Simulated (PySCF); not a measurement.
**What a change does: NMR shielding calculation on C₄H₈Se**

System: C₄H₈Se, SMILES CCC(C)=[Se].
Method of the first run: GIAO PBE0/STO-3G NMR shielding, non-relativistic, gas phase (PySCF 2.14.0).

The geometry comes from this level: PBE0-D3(BJ)/def2-SVP. Text and figures count atoms from 1; the logs count them from 0 in places.

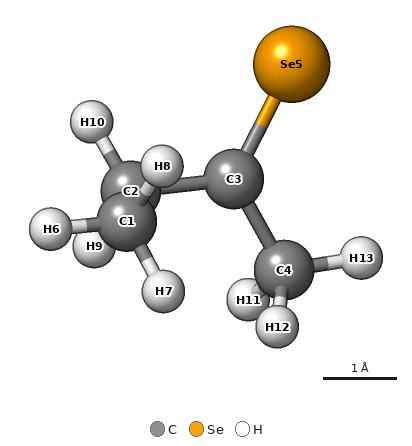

Figure 1. The structure (ball-and-stick view, seen at a tilt; atoms are numbered from 1 in the order of the input). Bond lengths as drawn: C–C 1.49 to 1.53 Å, C–H 1.10 Å and C–Se 1.77 Å.

### Input file, the first run
```
{"job": {"kind": "nmr", "xc": "PBE0", "basis": "STO-3G", "pop": true}, "charge": 0, "multiplicity": 1}
C     -1.649577    -0.093206     0.367973
C     -0.706049     0.537114    -0.658937
C      0.673666     0.742221    -0.100981
C      1.574195    -0.447451    -0.135716
Se     1.175676     2.290084     0.589389
H     -2.652450    -0.225045    -0.064279
H     -1.295868    -1.080834     0.701469
H     -1.738728     0.553757     1.253201
H     -0.641788    -0.118229    -1.546226
H     -1.114817     1.504968    -0.981809
H      1.795921    -0.707313    -1.186465
H      1.069365    -1.329356     0.296038
H      2.517444    -0.270232     0.394129
```

The first line tells a small driver script what to run in PySCF; the rest is the geometry in Å.

Hardware: 1 CPU thread, shared host.

### Output (the first run)
```
coarse grid: 47832 points
cycle   1  E = -2529.6112272963  dE = -2.596e+00  |g| = 5.756e-01  |ddm| = 4.356e+00
cycle   2  E = -2529.1744431678  dE =  4.368e-01  |g| = 1.213e+00  |ddm| = 3.233e+00
cycle   3  E = -2529.8256519956  dE = -6.512e-01  |g| = 7.845e-02  |ddm| = 2.020e+00
cycle   4  E = -2529.8294174705  dE = -3.765e-03  |g| = 7.984e-03  |ddm| = 2.094e-01
cycle   5  E = -2529.8294435846  dE = -2.611e-05  |g| = 2.423e-03  |ddm| = 1.680e-02
cycle   6  E = -2529.8294454516  dE = -1.867e-06  |g| = 7.931e-04  |ddm| = 4.109e-03
final grid: 100888 points
cycle   7  E = -2529.8294619884  dE =  5.619e-08  |g| = 8.868e-04  |ddm| = 2.130e-03
cycle   8  E = -2529.8294613708  dE =  6.176e-07  |g| = 1.589e-03  |ddm| = 3.356e-03
cycle   9  E = -2529.8294622069  dE = -8.361e-07  |g| = 3.110e-04  |ddm| = 2.602e-03
cycle  10  E = -2529.8294622414  dE = -3.451e-08  |g| = 3.968e-06  |ddm| = 4.659e-04
cycle  11  E = -2529.8294622414  dE =  4.547e-12  |g| = 1.984e-06  |ddm| = 7.276e-06
converged SCF energy = -2529.8294622414

GIAO shielding tensors (ppm)
atom      isotropic    diamagn.    paramagn.     s11        s22        s33       span
  0 C      211.813     244.096     -32.283    202.301    206.046    227.092     24.792
  1 C      192.639     244.575     -51.937    175.123    191.984    210.808     35.685
  2 C       13.293     252.732    -239.440   -177.895     18.407    199.366    377.262
  3 C      197.861     246.039     -48.178    181.237    191.174    221.172     39.935
  4 Se     692.591    2976.070   -2283.479  -1714.595   1262.235   2530.132   4244.727
  5 H       31.301      29.215       2.085     26.780     27.721     39.400     12.620
  6 H       31.598      31.538       0.060     26.328     30.380     38.085     11.757
  7 H       31.750      30.373       1.377     26.557     29.814     38.878     12.322
  8 H       30.006      31.726      -1.719     26.033     28.354     35.633      9.600
  9 H       29.601      30.622      -1.021     25.075     28.441     35.287     10.212
 10 H       30.161      30.080       0.082     25.906     28.120     36.459     10.553
 11 H       29.842      31.619      -1.777     25.211     29.716     34.600      9.389
 12 H       29.570      29.921      -0.351     24.825     28.793     35.092     10.267
```

For the second run the input was changed thus:
```diff
-"basis": "STO-3G"
+"basis": "def2-TZVP"
```

How does the second run compare with the first run?

The total energy of the second run is 17897.0 kcal/mol lower, which measures the change of basis and not a stability. The HOMO goes from −3.23 to −5.98 eV. The LUMO goes from 0.72 to −2.13 eV. The dipole moment goes from 2.48 to 2.93 D. Of all shieldings, the largest change is that of Se5, by −1052.2 ppm. The SCF takes 12 iterations against 11. The basis functions go from 46 to 220.

### Output (the second run)
```
coarse grid: 47832 points
cycle   1  E = -2558.3103581995  dE = -5.483e-01  |g| = 4.162e-01  |ddm| = 2.660e+00
cycle   2  E = -2558.2918827262  dE =  1.848e-02  |g| = 4.740e-01  |ddm| = 8.021e-01
cycle   3  E = -2558.3395839417  dE = -4.770e-02  |g| = 2.080e-01  |ddm| = 4.933e-01
cycle   4  E = -2558.3494860482  dE = -9.902e-03  |g| = 4.733e-02  |ddm| = 1.670e-01
cycle   5  E = -2558.3501103585  dE = -6.243e-04  |g| = 1.102e-02  |ddm| = 5.116e-02
cycle   6  E = -2558.3501455521  dE = -3.519e-05  |g| = 2.430e-03  |ddm| = 1.240e-02
cycle   7  E = -2558.3501469363  dE = -1.384e-06  |g| = 5.364e-04  |ddm| = 2.414e-03
final grid: 100888 points
cycle   8  E = -2558.3501915491  dE =  6.730e-08  |g| = 9.080e-04  |ddm| = 4.896e-03
cycle   9  E = -2558.3501906212  dE =  9.279e-07  |g| = 2.024e-03  |ddm| = 2.186e-03
cycle  10  E = -2558.3501917753  dE = -1.154e-06  |g| = 1.979e-04  |ddm| = 1.559e-03
cycle  11  E = -2558.3501917827  dE = -7.395e-09  |g| = 1.512e-05  |ddm| = 1.415e-04
cycle  12  E = -2558.3501917827  dE = -5.184e-11  |g| = 5.935e-06  |ddm| = 1.947e-05
converged SCF energy = -2558.3501917827

GIAO shielding tensors (ppm)
atom      isotropic    diamagn.    paramagn.     s11        s22        s33       span
  0 C      166.229     245.370     -79.141    152.756    159.475    186.455     33.699
  1 C      132.705     244.427    -111.722    108.847    122.595    166.673     57.827
  2 C     -122.993     244.704    -367.697   -341.936   -174.725    147.684    489.620
  3 C      142.363     247.254    -104.891    115.215    131.099    180.774     65.559
  4 Se    -359.630    3002.624   -3362.255  -2646.219   -120.821   1688.149   4334.368
  5 H       30.041      28.906       1.135     26.728     27.284     36.111      9.383
  6 H       30.140      30.419      -0.279     26.082     29.485     34.852      8.770
  7 H       30.266      29.537       0.729     26.522     29.353     34.923      8.401
  8 H       28.131      30.674      -2.542     25.873     27.772     30.750      4.877
  9 H       27.906      29.959      -2.053     24.129     29.086     30.502      6.374
 10 H       28.622      29.179      -0.558     25.638     27.762     32.466      6.828
 11 H       28.019      30.382      -2.364     24.816     28.745     30.496      5.680
 12 H       28.001      29.441      -1.440     24.373     29.044     30.587      6.214
```

### The two runs side by side

```tsv
quantity	the first run	the second run
outcome	converged	converged
total energy (hartree)	−2529.829462	−2558.350192
HOMO (eV)	−3.23	−5.98
LUMO (eV)	0.72	−2.13
dipole moment (D)	2.48	2.93
shielding of C1 (ppm)	211.8	166.2
shielding of C2 (ppm)	192.6	132.7
shielding of C3 (ppm)	13.3	−123.0
shielding of C4 (ppm)	197.9	142.4
shielding of Se5 (ppm)	692.6	−359.6
shielding of H9 (ppm)	30.0	28.1
shielding of H12 (ppm)	29.8	28.0
SCF iterations	11	12
basis functions	46	220
wall time (shared host)	3.8 s	27 s
```

For both runs: Spin–orbit coupling is left out, which matters for the heavy atoms.
